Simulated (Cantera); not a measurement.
Input: 1 mol Si₂H₆, 0.25 mol HCl, a varied amount of N₂, held at 1252 °C and 13.3 mbar.

Equilibrium computed with Cantera from the NASA thermochemical tables; the gas is ideal and each condensed phase is pure. Candidate condensed phases: NH₄Cl, Si, Si₃N₄; 28 gas species. The feed counts by its element totals alone. Rates play no part.

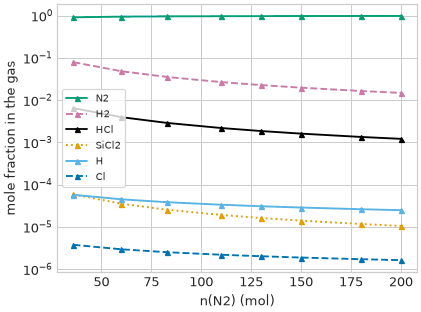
Fig. 1. Equilibrium gas composition (values under 1e-9 drawn at 1e-9)

**Question.** Read off the mole fractions at 130 mol N₂.

**Answer.** N₂ about 0.98, H₂ about 0.023, HCl about 0.0019, H about 3.1e-5, SiCl₂ about 1.6e-5, Cl about 2.0e-6.
